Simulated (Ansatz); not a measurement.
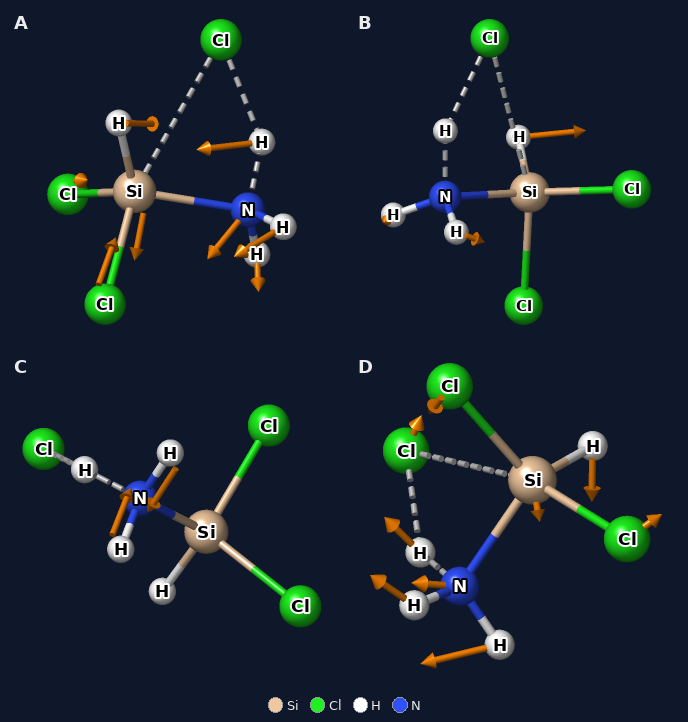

4 normal modes of one molecule or complex, as arrows. Broken sticks mark bonds that form or break. Harmonic vibrations computed with RKS PBE0-D4/def2-TZVP (Ansatz 0.2.0) at a stationary point of the same level. It is a saddle point of order 1.

> Match the panels to the wavenumbers 147 cm⁻¹, 476 cm⁻¹, 693 cm⁻¹, 3499 cm⁻¹.

A: 476 cm⁻¹
B: 693 cm⁻¹
C: 3499 cm⁻¹
D: 147 cm⁻¹
